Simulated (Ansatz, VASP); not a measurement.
# Pd12S (Pd(111)): VASP beside Ansatz

One calculation is typed for both programs; each brings its own data sets and cutoff. How far apart do they land? The cell is taken from a series of runs on this material, whose earlier steps may have relaxed or scaled it; both programs get it as it stands.

Calculated with Ansatz 0.2.0; plane waves, with VASP 6.6.1 beside it; single point at PBEsol.

## 1. Set-up

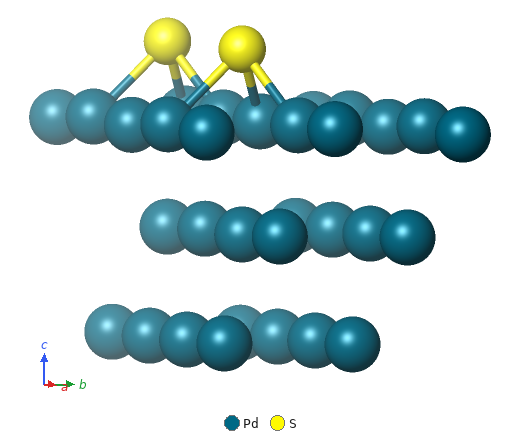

Start, viewed from the side, with the c axis up; palladium blue, sulfur yellow. 2×1×1 cells are drawn. Bonds to atoms that aren't drawn are left out. Some periodic images of atoms are drawn too.

The cell holds 13 atoms: 12 Pd and 1 S. Cell: a = 5.475 Å, b = 5.475 Å, c = 19.471 Å, α = 90.0°, β = 90.0°, γ = 60.0°. It derives from Pd. As first built, before any earlier steps moved the atoms: S over the hcp site of Pd(111). Vacuum lies along c.

Structure file:

```xyz
13
Lattice="5.4754 0.0000 0.0000 2.7377 4.7418 0.0000 0.0000 0.0000 19.4707" Properties=species:S:1:pos:R:3
Pd    1.3689    0.7903    7.5000
Pd    4.1066    0.7903    7.5000
Pd    2.7377    3.1612    7.5000
Pd    5.4754    3.1612    7.5000
Pd    5.4754    1.5862    9.7559
Pd    2.7377    1.5806    9.7179
Pd    6.8394    3.9487    9.7559
Pd    4.1114    3.9487    9.7559
Pd    0.0000    0.0000   11.9288
Pd    5.4754    4.7205   12.0208
Pd    6.8258    2.3816   12.0208
Pd    4.1250    2.3816   12.0208
S     2.7377    1.5806   13.5694
```

## 2. VASP: single point, PBEsol

With cell and atoms fixed, the geometry can't cause a difference; cores, projectors, grids and the points listed under the comparison can.

Lines of VASP's logs that name or quote its potential files are left out, and so is its time.

INCAR reads:

```
SYSTEM = Pd12S
PREC = Accurate
ENCUT = 400
EDIFF = 1E-06
NELM = 100
ISMEAR = 1
SIGMA = 0.15
LREAL = .FALSE.
ALGO = Normal
GGA = PS
NBANDS = 78
LASPH = .TRUE.
LORBIT = 11
LWAVE = .FALSE.
LCHARG = .FALSE.
KPAR = 4
ISIF = 0
LDIPOL = .TRUE.
IDIPOL = 3
DIPOL = 0.5 0.5 0.515
LVHAR = .TRUE.
```

POSCAR reads:

```
Pd12S
1.0
    5.4754143377      0.0000000000      0.0000000000
    2.7377071689      4.7418479127      0.0000000000
    0.0000000000      0.0000000000     19.4706570859
Pd S
12 1
Direct
    0.1666666700      0.1666666700      0.3851950100
    0.6666666700      0.1666666700      0.3851950100
    0.1666666700      0.6666666700      0.3851950100
    0.6666666700      0.6666666700      0.3851950100
    0.8327419888      0.3345160125      0.5010541205
    0.3333333300      0.3333333300      0.4991026542
    0.8327419888      0.8327419888      0.5010541205
    0.3345160125      0.8327419888      0.5010541205
    0.0000000000      0.0000000000      0.6126547035
    0.5022478914      0.9955042172      0.6173826588
    0.9955042172      0.5022478914      0.6173826588
    0.5022478914      0.5022478914      0.6173826588
    0.3333333300      0.3333333300      0.6969138363
```

KPOINTS reads:

```
Automatic mesh
0
Gamma
6 6 1
0 0 0
```

PAW data sets: Pd and S (PBE family, release 64).

Launch:

```sh
$ mpirun -np 4 vasp_std
```

Numbers of over 12 decimals in the logs are rounded to 6 here.

Output:

```text
[banner, memory and clock lines left out]
running    4 mpi-ranks, on    1 nodes
 distrk:  each k-point on    1 cores,    4 groups
 distr:  one band on    1 cores,    1 groups

 POSCAR found type information on POSCAR PdS
 POSCAR found :  2 types and      13 ions
|                                                                             |
|               ----> ADVICE to this user running VASP <----                  |
|                                                                             |
|     You enforced a specific xc type in the INCAR file but a different       |
|     [... a line on the potential file left out ...]
|     I HOPE YOU KNOW WHAT YOU ARE DOING!                                     |
|                                                                             |

 LDA part: xc-table for (Slater+PW92), standard interpolation
 POSCAR, INCAR and KPOINTS ok, starting setup
 FFT: planning ... GRIDC
 FFT: planning ... GRID_SOFT
 FFT: planning ... GRID
 WAVECAR not read
 entering main loop
       N       E                     dE             d eps       ncg     rms          rms(c)
DAV:   1     0.735455173112E+03    0.73546E+03   -0.50087E+04  1092   0.114E+03
DAV:   2    -0.336632561204E+02   -0.76912E+03   -0.72474E+03  1266   0.274E+02
DAV:   3    -0.756890661983E+02   -0.42026E+02   -0.38614E+02  1252   0.604E+01
DAV:   4    -0.768583316075E+02   -0.11693E+01   -0.11599E+01  1184   0.107E+01
DAV:   5    -0.769093209561E+02   -0.50989E-01   -0.50979E-01  1360   0.219E+00    0.290E+01
DAV:   6    -0.785920062121E+02   -0.16827E+01   -0.31186E+01  1146   0.364E+01    0.268E+01
DAV:   7    -0.863536515389E+02   -0.77616E+01   -0.36254E+01  1282   0.598E+01    0.266E+01
DAV:   8    -0.781729564051E+02    0.81807E+01   -0.45715E+01  1202   0.418E+01    0.195E+01
DAV:   9    -0.740176434958E+02    0.41553E+01   -0.10055E+01  1136   0.247E+01    0.988E+00
DAV:  10    -0.736596943566E+02    0.35795E+00   -0.77637E+00  1170   0.200E+01    0.929E+00
DAV:  11    -0.726522939873E+02    0.10074E+01   -0.49886E+00  1160   0.140E+01    0.567E+00
DAV:  12    -0.725454939149E+02    0.10680E+00   -0.15577E+00  1178   0.677E+00    0.346E+00
DAV:  13    -0.724692183965E+02    0.76276E-01   -0.26470E-01  1146   0.399E+00    0.176E+00
DAV:  14    -0.724443689056E+02    0.24849E-01   -0.88096E-02  1148   0.186E+00    0.121E+00
[...]
DAV:  25    -0.724303795718E+02   -0.99960E-04   -0.17888E-05  1186   0.162E-02    0.671E-03
DAV:  26    -0.724304265942E+02   -0.47022E-04   -0.17728E-06   810   0.832E-03    0.325E-03
DAV:  27    -0.724305048992E+02   -0.78305E-04   -0.40418E-06   890   0.915E-03    0.582E-03
DAV:  28    -0.724305385960E+02   -0.33697E-04   -0.19390E-06   812   0.689E-03    0.210E-03
DAV:  29    -0.724305476360E+02   -0.90399E-05   -0.43964E-07   756   0.211E-03    0.836E-04
DAV:  30    -0.724305515490E+02   -0.39130E-05   -0.20200E-07   682   0.114E-03    0.105E-03
DAV:  31    -0.724305548314E+02   -0.32824E-05   -0.23804E-07   710   0.126E-03    0.320E-04
DAV:  32    -0.724305553009E+02   -0.46948E-06   -0.51842E-08   730   0.547E-04
   1 F= -.72430555E+02 E0= -.72426771E+02  d E =-.113523E-01
```

Parts of OUTCAR (step 2):

```text
ion  position               nearest neighbor table
   1  0.167  0.167  0.385-   6 2.72   4 2.74   4 2.74   2 2.74   2 2.74   3 2.74   3 2.74   5 2.76
                             8 2.76
   2  0.667  0.167  0.385-   6 2.72   3 2.74   3 2.74   1 2.74   1 2.74   4 2.74   4 2.74   5 2.76
                             7 2.76
   3  0.167  0.667  0.385-   6 2.72   2 2.74   2 2.74   4 2.74   4 2.74   1 2.74   1 2.74   8 2.76
                             7 2.76
   4  0.667  0.667  0.385-   1 2.74   1 2.74   3 2.74   3 2.74   2 2.74   2 2.74   7 2.75   8 2.75
                             5 2.75
   5  0.833  0.335  0.501-   9 2.69   8 2.73   7 2.73   6 2.74   6 2.74   8 2.75   7 2.75   4 2.75
                            12 2.75  11 2.75   2 2.76   1 2.76
   6  0.333  0.333  0.499-   1 2.72   2 2.72   3 2.72   5 2.74   8 2.74   7 2.74   7 2.74   5 2.74
                             8 2.74  11 2.81  10 2.81  12 2.81
   7  0.833  0.833  0.501-   9 2.69   8 2.73   5 2.73   6 2.74   6 2.74   8 2.75   5 2.75   4 2.75
                            10 2.75  11 2.75   3 2.76   2 2.76
   8  0.335  0.833  0.501-   9 2.69   5 2.73   7 2.73   6 2.74   6 2.74   5 2.75   7 2.75   4 2.75
                            12 2.75  10 2.75   3 2.76   1 2.76
   9  0.000  0.000  0.613-   8 2.69   5 2.69   7 2.69  12 2.74  12 2.74  10 2.74  10 2.74  11 2.74
                            11 2.74
  10  0.502  0.996  0.617-  13 2.23  11 2.70  12 2.70   9 2.74   9 2.74   7 2.75   8 2.75  11 2.77
                            12 2.77   6 2.81
  11  0.996  0.502  0.617-  13 2.23  10 2.70  12 2.70   9 2.74   9 2.74   7 2.75   5 2.75  10 2.77
                            12 2.77   6 2.81
  12  0.502  0.502  0.617-  13 2.23  11 2.70  10 2.70   9 2.74   9 2.74   5 2.75   8 2.75  11 2.77
                            10 2.77   6 2.81
  13  0.333  0.333  0.697-  11 2.23  10 2.23  12 2.23

  LATTYP: Found a hexagonal cell.
 ALAT       =     5.4754143377
 C/A-ratio  =     3.5560152867

 Subroutine GETGRP returns: Found  6 space group operations
 (whereof  6 operations were pure point group operations)

The static configuration has the point symmetry C_3v.

 Found      7 irreducible k-points:

   k-points           NKPTS =      7   k-points in BZ     NKDIM =      7   number of bands    NBANDS=     78

   dimension x,y,z NGX =    36 NGY =   36 NGZ =  128
   dimension x,y,z NGXF=    72 NGYF=   72 NGZF=  256

   ENCUT  =  400.0 eV  29.40 Ry    5.42 a.u.   8.93  8.93 31.75*2*pi/ulx,y,z

   NELECT =     126.0000    total number of electrons

 k-points in reciprocal lattice and weights: Automatic mesh
   0.00000000  0.00000000  0.00000000       0.028
   0.16666667  0.00000000  0.00000000       0.167
   0.33333333  0.00000000  0.00000000       0.167
   0.50000000 -0.00000000  0.00000000       0.083
   0.33333333  0.16666667  0.00000000       0.167
   0.50000000  0.16666667  0.00000000       0.333
  -0.33333333  0.33333333  0.00000000       0.056

 dipolmoment           0.000000      0.000000     -0.022247 electrons x Angstroem

 average (electrostatic) potential at core
       1 -79.3820       2 -79.3820       3 -79.3820       4 -79.4877       5 -79.7805
       6 -79.7750       7 -79.7805       8 -79.7805       9 -79.4477      10 -80.2027
      11 -80.2027      12 -80.2027      13 -92.1863

 E-fermi :   0.3083

 k-point     1 :       0.0000    0.0000    0.0000
  band No.  band energies     occupation
    ...
     54       0.1178      2.07032
     55       0.1826      1.99826
     56       0.1826      1.99826
     57       0.2661      1.45632
     58       0.2661      1.45631
     59       0.4542     -0.04406
     60       0.4750     -0.06632
     61       0.4750     -0.06632
     62       0.6714     -0.00328
     63       0.6714     -0.00328
    ...

 k-point     2 :       0.1667    0.0000    0.0000
  band No.  band energies     occupation
    ...
     58       0.1934      1.96178
     59       0.2102      1.88547
     60       0.2940      1.16127
     61       0.3013      1.07962
     62       0.3508      0.54126
     63       0.3687      0.37575
     64       0.4891     -0.07080
     65       0.4985     -0.07038
     66       0.7499     -0.00026
     67       1.1905     -0.00000
    ...

 k-point     3 :       0.3333    0.0000    0.0000
  band No.  band energies     occupation
    ...
     60      -0.0503      2.00372
     61       0.1687      2.03268
     62       0.1788      2.00916
     63       0.2219      1.81770
     64       0.3423      0.62708
     65       0.4374     -0.00794
     66       0.7115     -0.00096
     67       0.7808     -0.00008
     68       1.7563     -0.00000
     69       2.3768     -0.00000
    ...

  energy-cutoff  :      400.00
  volume of cell :      505.53
      direct lattice vectors                 reciprocal lattice vectors
     5.475414338  0.000000000  0.000000000     0.182634580 -0.105444124  0.000000000
     2.737707169  4.741847913  0.000000000     0.000000000  0.210888248  0.000000000
     0.000000000  0.000000000 19.470657086     0.000000000  0.000000000  0.051359335

 POSITION                                       TOTAL-FORCE (eV/Angst)
 -----------------------------------------------------------------------------------
      1.36885      0.79031      7.50000        -0.001460     -0.000843     -0.089575
      4.10656      0.79031      7.50000         0.001460     -0.000843     -0.089575
      2.73771      3.16123      7.50000         0.000000      0.001686     -0.089575
      5.47541      3.16123      7.50000        -0.000000     -0.000000      0.163369
      5.47541      1.58622      9.75585         0.000000      0.004940      0.009042
      2.73771      1.58062      9.71786        -0.000000     -0.000000      0.038903
      6.83941      3.94874      9.75585        -0.004278     -0.002470      0.009042
      4.11142      3.94874      9.75585         0.004278     -0.002470      0.009042
      0.00000      0.00000     11.92879        -0.000000      0.000000      0.017171
      5.47541      4.72053     12.02085        -0.000000     -0.022049      0.002338
      6.82581      2.38158     12.02085        -0.019095      0.011024      0.002338
      4.12502      2.38158     12.02085         0.019095      0.011024      0.002338
      2.73771      1.58062     13.56937        -0.000000      0.000000      0.015146
 -----------------------------------------------------------------------------------
    total drift:                                0.000014      0.000008     -0.000447

  FREE ENERGIE OF THE ION-ELECTRON SYSTEM (eV)
  ---------------------------------------------------
  free  energy   TOTEN  =       -72.4305553009 eV

  energy  without entropy=      -72.4192030156  energy(sigma->0) =      -72.42677121

 vacuum level on the upper side and lower side of the slab         5.583         5.739

 total charge
# of ion       s       p       d       tot
------------------------------------------
    1        0.470   0.366   8.488   9.325
    2        0.470   0.366   8.488   9.325
    3        0.470   0.366   8.488   9.325
    4        0.465   0.369   8.473   9.307
    5        0.483   0.494   8.469   9.447
    6        0.468   0.486   8.464   9.417
    7        0.483   0.494   8.469   9.447
    8        0.483   0.494   8.469   9.447
    9        0.451   0.385   8.533   9.369
   10        0.510   0.533   8.494   9.537
   11        0.510   0.533   8.494   9.537
   12        0.510   0.533   8.494   9.537
   13        1.359   2.228   0.000   3.587
--------------------------------------------------
tot          7.132   7.649 101.824 116.605

[... 3 further parts left out ...]
```

(Continued in part 2 of 2.)

[Lines on the potential files, build, host, timing and source positions are cut from VASP's logs without a mark.]

[Logs are printed without paths, hosts, clocks, repeated set-up lines and the standing remarks that a program may print on its own settings, such as how far it seeks lower states.]

[Hosts, paths, dates, database ids (printed as entryN), source tags and the programs' standing remarks are cut or masked in the printed files.]
